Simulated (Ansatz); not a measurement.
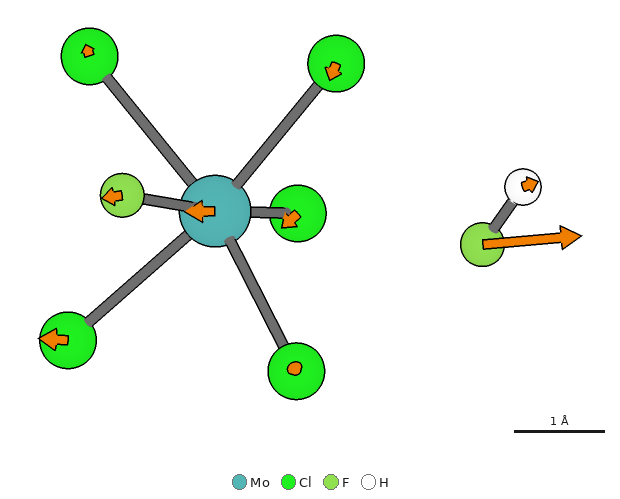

This is a relaxation of MoHCl5F2. The starting structure is drawn; orange arrows show the displacements, at their true length. The two geometries are superimposed by the best rigid fit.

A ball-and-stick model, seen face on.

The run prepares an end point of a later path (reaction) calculation, from a guessed geometry.

All numbers below come from RHF/def2-SVP (Ansatz). (no spin polarisation; force threshold 0.03 eV/Å; at most 50 steps)

### Which element moves most?

Fluorine: up to 1.12 Å, against 0.35 Å for molybdenum.

### Describe the change and its energy.

The largest move after the best rigid fit is that of an F atom, 1.12 Å. By element the largest moves are F 1.12 Å, Mo 0.35 Å, Cl 0.35 Å, H 0.20 Å. Among the contacts that change: F–Mo 3.005 → 4.450 Å, Cl–Mo 2.338 → 2.282 Å, Cl–Mo 2.322 → 2.271 Å, Cl–Mo 2.309 → 2.345 Å. Bond angles that change, for instance: Cl–Mo–Cl 98.4° → 86.5°, Cl–Mo–Cl 104.5° → 92.7°, Cl–Mo–F 168.7° → 178.1°. After 13 accepted moves (16 points after the start) the energy has fallen by 0.567 eV. Largest force component: 0.84 eV/Å at the start, 0.029 eV/Å at the end. The line search rejected the trial steps at points 7, 10, 12 of the run. The forces were under the threshold at step 13, but the run went on from there.

Limits of the set-up: the start holds two separate molecules, 2.6 Å apart at their closest, whose relative position is a soft coordinate and is computed without a dispersion correction; Hartree-Fock leaves out electron correlation.
